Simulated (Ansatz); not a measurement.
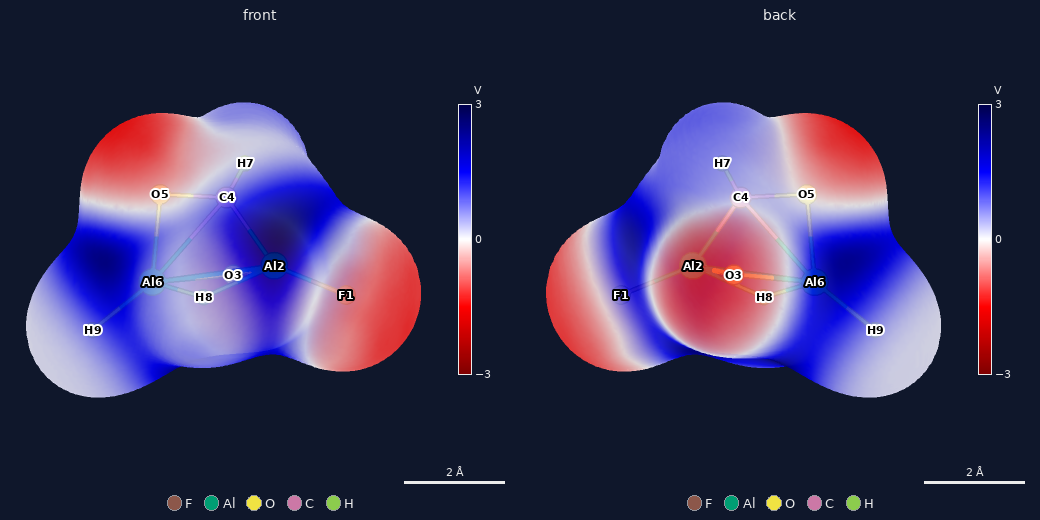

The picture shows: CH₃Al₂FO₂. The molecular electrostatic potential painted on the density surface at 0.002 e/bohr³, seen from the front and from behind; the colour scale runs from red (negative) to blue (positive).

Theory: RKS B3LYP/def2-SVP in Ansatz 0.2.0.

```xyz
9

F    -1.4431    0.6230    2.5554
Al   -0.6008    0.4560    1.1359
O     0.3895   -0.9552    0.4950
C     1.1161    0.5441    0.2036
O     1.0515    0.5918   -1.1535
Al   -0.2333   -0.6376   -1.2056
H     2.1361    0.4843    0.6134
H    -1.5130    0.3857   -0.3229
H    -0.8145   -1.5383   -2.3384
```

**Which sites attract a positive test charge, and which a negative one?**

A positive charge is drawn to the negative regions and a negative charge to the positive ones. The most negative region (about −1.4 V) lies over O5, the most positive (about +2.6 V) over Al2 and Al6. O5 is the likeliest acceptor of a hydrogen bond.
